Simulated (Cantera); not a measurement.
Input: 1 mol Si3N4, 0.0081 mol Si, 0.25 mol N2, 0.41 mol C, at 6.50 mbar.

Equilibrium computed with Cantera from the NASA thermochemical tables; the gas is ideal and each condensed phase is pure. Candidate condensed phases: C, Si, SiC, Si3N4; 32 gas species. Ions and electrons are included (thermal ionisation). The tables' values for SiN are old estimates; treat these amounts as uncertain. Kinetics and transport are ignored.

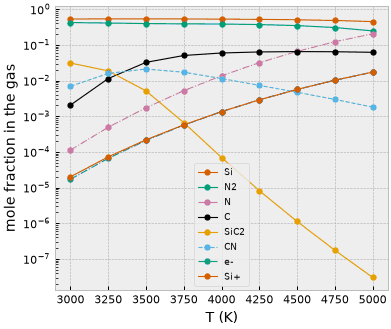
Figure. Equilibrium gas composition (values under 1e-9 drawn at 1e-9)

From 3000 K to 5000 K nothing is condensed. The main Si-bearing gas is Si throughout.
